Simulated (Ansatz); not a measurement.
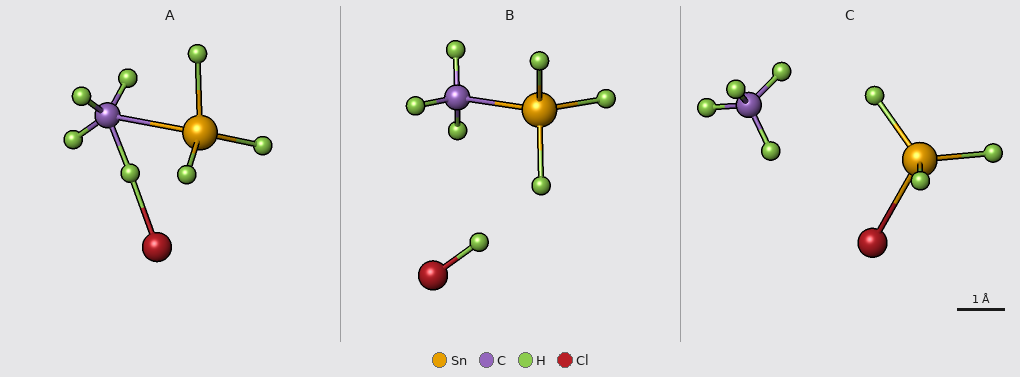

Three geometries of CH$_{7}$ClSn: a saddle point and the two relaxed ends that it joins, in shuffled order. The picture is a ball-and-stick view, seen at a tilt. Sticks join atoms that are closer than about 1.2 times the sum of their covalent radii (a little more with hydrogen).

Stationary points at PBE0-D4/def2-TZVP, single-point energies with B2PLYP (def2-TZVPP where no basis is named; Ansatz 0.2.0). The energies are electronic, without zero-point or thermal terms, and both ends are the relaxed geometries reached downhill from the saddle, with any fragments still in contact. Elements past krypton carry the basis set's effective core potentials.

Which frame is the transition state, what reaction does it lead through, and what barrier is to be expected?

Frame A is the saddle point. Counted by bonded pieces, B holds CH₆Sn + HCl and C holds CH₄ + SnH₃Cl. From B over the saddle to C, bonds form: Cl–Sn (4.21 → 2.89 → 2.34 Å), C–H (3.37 → 1.33 → 1.09 Å). Bonds break: C–Sn (2.13 → 2.36 → 4.39 Å), Cl–H (1.29 → 1.67 → 3.07 Å). The saddle has one imaginary mode, 954i cm⁻¹. The end C keeps a soft imaginary mode of 34i cm⁻¹, so it isn't quite a minimum. With B2PLYP the barrier is 32.8 kcal/mol from B and 59.7 kcal/mol from C, and C lies 26.9 kcal/mol below B.
